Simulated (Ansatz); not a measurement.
# Is the response still linear at 0.25 V/Å? Al2SSe 3 layers, AB

The dipole of a slab grows in proportion to a weak field along its normal. Does the weak-field slope carry to a strong field?

**Method.** Ansatz 0.2.0, plane waves with PAW datasets (its set soft_2), PBE-D3(BJ); atoms held at their relaxed places, 18 Å of vacuum, dipole correction, cell area 11.47 Å², 18×18 k-points, smearing 0.02585 eV. Without field the slab has a gap of 1.53 eV.

| run | field (V/Å) | dipole (e·Å) |
| --- | --- | --- |
| run 1 | −0.03 | −0.04911 |
| run 2 | 0.00 | −0.01199 |
| run 3 | 0.03 | 0.02511 |
| run 4 | 0.25 | ? |

**Question.** What value belongs in the row marked “?”, and how far can the other rows tell?

A least-squares line through the 3 rows shown has slope 1.237000 and intercept −0.011997; no row lies more than 0.00001 e·Å off it. A perfect conductor with that slope would be 180.95 × 1.23700 / 11.47 = 19.51 Å thick. At 0.25 it gives 1.237000 × 0.25 + (−0.011997) = 0.29725 e·Å, beyond the rows fitted. Rounding and scatter of the rows alone allow about ±0.00006 e·Å there.

The run itself gives 0.29750 e·Å: a miss of +0.00025 e·Å. That is under 1 % of the induced dipole, so the response is still linear.

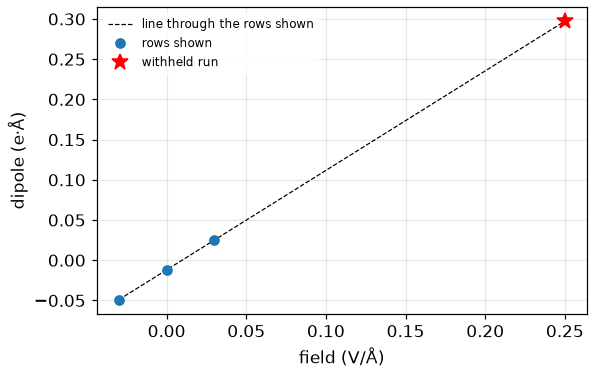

The fit and the withheld run.

Caveats: Ions are held, so this is the electronic response. Of the series that stay linear within 1 %, this collection keeps about one in seven, and it keeps all that bend.
